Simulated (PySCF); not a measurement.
# C2H8Al− (SMILES [CH3][AlH2-][CH3]): levels of theory compared

We compute a comparison of 4 runs (wB97X/6-31G, B3LYP/6-31G*, PBE/def2-SVP, PBE0/def2-SVP) of C2H8Al−. The job is set up through a Python script.

The results are computed with PySCF 2.14.0.

## (1) The system as given

C2H8Al−: 11 atoms, total charge -1, spin state singlet. As SMILES, `[CH3][AlH2-][CH3]`. The shape comes from GFN2-xTB, which is rough for such elements, and wasn't checked as a minimum.

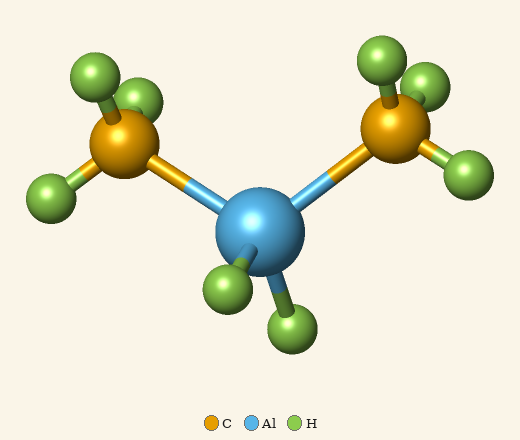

Viewed from a chosen angle; carbon amber, aluminium blue, hydrogen green.

## (2) Energy and forces at wB97X/6-31G (run 1)

The input, mol.xyz:

```xyz
11

C     -1.317950     1.026470    -0.430540
Al    -0.224890    -0.700690    -0.315170
C      1.519070    -0.400270     0.714470
H     -2.254320     0.874660    -0.987450
H     -0.807890     1.852900    -0.946460
H     -1.625610     1.436110     0.542390
H      0.125860    -1.206340    -1.814870
H     -1.101610    -1.835020     0.441000
H      2.192100     0.339670     0.256880
H      1.381700    -0.064850     1.752770
H      2.113530    -1.322660     0.786970
```

The input, calc.py:

```python
from pyscf import gto, dft

system = gto.M(
    atom='mol.xyz',
    basis='6-31g',
    max_memory=1860,
    charge=-1,
    verbose=3,
)

mf = dft.RKS(system)
mf.xc = 'wb97x'
mf.conv_tol = 1e-10
mf.grids.level = 5
mf.kernel()
if not mf.converged:
    mf = mf.newton().run(mf.mo_coeff, mf.mo_occ)

e_final = mf.e_tot
print('Final energy', e_final)
grad = mf.nuc_grad_method().kernel()
dip = mf.dip_moment()
pop, q = mf.mulliken_pop()
```

Started as:

```console
$ OMP_NUM_THREADS=1 python calc.py
```

Log:

```text
converged SCF energy = -323.398456875334
Final energy -323.3984568753343
--------------- RKS gradients ---------------
         x                y                z
0 C     0.0043416531    -0.0040599742     0.0012994461
1 Al    -0.0056281103    -0.0171815218    -0.0077374578
2 C    -0.0054199932     0.0004177321    -0.0027002207
3 H     0.0014676671     0.0036462268     0.0018153973
4 H    -0.0049955174     0.0010429640     0.0015249945
5 H    -0.0018118957     0.0026322764    -0.0043026380
6 H    -0.0023320470     0.0041039269     0.0109056570
7 H     0.0064193077     0.0085677424    -0.0052057640
8 H     0.0019620293    -0.0023028483     0.0042976161
9 H     0.0050781299    -0.0007909975    -0.0014507839
10 H     0.0009777873     0.0040840501     0.0016319906
----------------------------------------------

WARN: System has nonzero charge -1; the dipole moment is origin-dependent.
Location of origin: [0. 0. 0.]

Dipole moment(X, Y, Z, Debye):  1.04755,  3.27245,  1.47707
 ** Mulliken pop  **
pop of  0 C 1s            1.99677
pop of  0 C 2s            0.63343
pop of  0 C 3s            0.75555
pop of  0 C 2px           0.68561
pop of  0 C 2py           0.71919
pop of  0 C 2pz           0.65935
pop of  0 C 3px           0.42763
pop of  0 C 3py           0.54744
pop of  0 C 3pz           0.33160
pop of  1 Al 1s           1.99972
pop of  1 Al 2s           1.99631
pop of  1 Al 3s           0.68031
pop of  1 Al 4s           0.29056
pop of  1 Al 2px          1.98802
pop of  1 Al 2py          1.98816
pop of  1 Al 2pz          1.98824
pop of  1 Al 3px          0.36363
pop of  1 Al 3py          0.37515
pop of  1 Al 3pz          0.41064
pop of  1 Al 4px          0.07255
pop of  1 Al 4py          0.09128
pop of  1 Al 4pz          0.15831
pop of  2 C 1s            1.99677
pop of  2 C 2s            0.63345
pop of  2 C 3s            0.75567
pop of  2 C 2px           0.72363
pop of  2 C 2py           0.65957
pop of  2 C 2pz           0.68079
pop of  2 C 3px           0.56197
pop of  2 C 3py           0.33712
pop of  2 C 3pz           0.40745
pop of  3 H 1s            0.52693
pop of  3 H 2s            0.38605
pop of  4 H 1s            0.52706
pop of  4 H 2s            0.38887
pop of  5 H 1s            0.52712
pop of  5 H 2s            0.38889
pop of  6 H 1s            0.49243
pop of  6 H 2s            0.80451
pop of  7 H 1s            0.49246
pop of  7 H 2s            0.80464
pop of  8 H 1s            0.52698
pop of  8 H 2s            0.38894
pop of  9 H 1s            0.52706
pop of  9 H 2s            0.38905
pop of  10 H 1s           0.52704
pop of  10 H 2s           0.38611
 ** Mulliken atomic charges  **
charge of    0C =     -0.75657
charge of    1Al =      0.59712
charge of    2C =     -0.75641
charge of    3H =      0.08702
charge of    4H =      0.08407
charge of    5H =      0.08399
charge of    6H =     -0.29694
charge of    7H =     -0.29710
charge of    8H =      0.08408
charge of    9H =      0.08389
charge of   10H =      0.08685
```

Run time: 31 s. Hardware: 1 thread of Intel Xeon at 2.70GHz, shared host; peak memory 0.5 GiB.

## (3) Energy and forces at B3LYP/6-31G(d) (spherical functions) (run 2)

The input, start.xyz:

```xyz
11
C2H8Al
C     -1.317950     1.026470    -0.430540
Al    -0.224890    -0.700690    -0.315170
C      1.519070    -0.400270     0.714470
H     -2.254320     0.874660    -0.987450
H     -0.807890     1.852900    -0.946460
H     -1.625610     1.436110     0.542390
H      0.125860    -1.206340    -1.814870
H     -1.101610    -1.835020     0.441000
H      2.192100     0.339670     0.256880
H      1.381700    -0.064850     1.752770
H      2.113530    -1.322660     0.786970
```

The input, calc.py:

```python
import pyscf.grad
from pyscf import gto, dft

mol = gto.M(
    atom='start.xyz',
    charge=-1,
    basis='6-31g*',
    verbose=3,
    max_memory=1860,
)

mf = dft.RKS(mol)
mf.xc = 'b3lyp'
mf.grids.level = 5
mf.conv_tol = 1e-10
mf.kernel()
if not mf.converged:
    mf = mf.newton().run(mf.mo_coeff, mf.mo_occ)

e_tot = mf.e_tot
print('E(%s) = %.9f' % ('B3LYP', e_tot))
grad = mf.Gradients().kernel()
mf.analyze()
```

Started as:

```console
$ OMP_NUM_THREADS=1 python calc.py
```

Log:

```text
converged SCF energy = -323.489063964567
[... 15 lines left out ...]
MO #6   energy= -2.41895217082527  occ= 2
[... 7 lines left out ...]
MO #14  energy= -0.181678770590505 occ= 2
[... 7 lines left out ...]
MO #22  energy= 0.329602921577074  occ= 0
[... 7 lines left out ...]
MO #30  energy= 0.502699686692287  occ= 0
[... 7 lines left out ...]
MO #38  energy= 0.898301364142049  occ= 0
[... 7 lines left out ...]
MO #46  energy= 1.09021860077788   occ= 0
[... 7 lines left out ...]
MO #54  energy= 1.91595849002328   occ= 0
[... 7 lines left out ...]
MO #62  energy= 2.48198177123445   occ= 0
[... 13 lines left out ...]
WARN: System has nonzero charge -1; the dipole moment is origin-dependent.
Location of origin: [0. 0. 0.]

Dipole moment(X, Y, Z, Debye):  1.01936,  3.18445,  1.43706
```

It took 23 s on 1 thread of Intel Xeon at 2.70GHz, shared host; peak memory 0.63 GiB.

Run 3 isn't shown in full; the table further down has it.

## (4) Energy and forces at PBE0/def2-SVP (run 4)

The input, geometry.xyz:

```xyz
11

C     -1.317950     1.026470    -0.430540
Al    -0.224890    -0.700690    -0.315170
C      1.519070    -0.400270     0.714470
H     -2.254320     0.874660    -0.987450
H     -0.807890     1.852900    -0.946460
H     -1.625610     1.436110     0.542390
H      0.125860    -1.206340    -1.814870
H     -1.101610    -1.835020     0.441000
H      2.192100     0.339670     0.256880
H      1.381700    -0.064850     1.752770
H      2.113530    -1.322660     0.786970
```

The input, job.py:

```python
# [CH3][AlH2-][CH3]
from pyscf import gto, dft

system = gto.M(
    atom='geometry.xyz',
    spin=0,
    verbose=3,
    max_memory=1860,
    charge=-1,
    basis='def2-svp',
)

mf = dft.RKS(system)
mf.xc = 'pbe0'
mf.conv_tol = 1e-10
mf.grids.level = 5
mf.kernel()
if not mf.converged:
    mf = mf.newton().run(mf.mo_coeff, mf.mo_occ)

e_final = mf.e_tot
print('E = %.10f Eh' % e_final)
grad = mf.nuc_grad_method().kernel()
mf.analyze()
```

Started as:

```console
$ OMP_NUM_THREADS=1 python job.py
```

Log:

```text
converged SCF energy = -323.1271850122
[... 15 lines left out ...]
MO #6   energy= -2.44730705224331  occ= 2
[... 9 lines left out ...]
MO #16  energy= -0.0754601657697755 occ= 2
[... 9 lines left out ...]
MO #26  energy= 0.323324886121772  occ= 0
[... 9 lines left out ...]
MO #36  energy= 0.728800493897667  occ= 0
[... 9 lines left out ...]
MO #46  energy= 0.904770386153589  occ= 0
[... 9 lines left out ...]
MO #56  energy= 1.45536577566573   occ= 0
[... 9 lines left out ...]
MO #66  energy= 1.98586349946683   occ= 0
[... 9 lines left out ...]
MO #76  energy= 2.51502350154834   occ= 0
[... 9 lines left out ...]
MO #86  energy= 3.17949495555375   occ= 0
[... 13 lines left out ...]
WARN: System has nonzero charge -1; the dipole moment is origin-dependent.
Location of origin: [0. 0. 0.]

Dipole moment(X, Y, Z, Debye):  1.01059,  3.15679,  1.42493
```

It took 31 s on 1 thread of Intel Xeon at 2.70GHz, shared host; peak memory 0.87 GiB.

## (5) Overview of the runs

| run | level | energy (Eh) | HOMO energy (eV) | LUMO energy (eV) | HOMO–LUMO gap (eV) | wall time |
| --- | --- | --- | --- | --- | --- | --- |
| 1 | wB97X/6-31G | -323.398457 | -4.27 | 8.05 | 12.32 | 31 s |
| 2 | B3LYP/6-31G* (spherical functions) | -323.489064 | -1.53 | 6.06 | 7.59 | 23 s |
| 3 | PBE/def2-SVP | -323.075489 | -0.71 | 5.33 | 6.03 | 31 s |
| 4 | PBE0/def2-SVP | -323.127185 | -1.99 | 6.10 | 8.09 | 31 s |

## (6) Results

| quantity | value |
| --- | --- |
| run 4: total energy | -323.12719 Eh |
| run 4: HOMO energy | -1.99 eV |
| run 4: LUMO energy | 6.10 eV |
| run 4: HOMO–LUMO gap (to an unbound level, set by the basis) | 8.09 eV |
| run 4: largest force on an atom | 0.638 eV/Å |

The HOMO–LUMO gap runs from 6.03 eV (PBE/def2-SVP) to 12.32 eV (wB97X/6-31G). The two ends differ in method and basis. The empty levels of an anion lie above zero and hang on the basis. Totals of different functionals can't be ranked against each other. All runs together took 1.9 min, the longest 31 s.
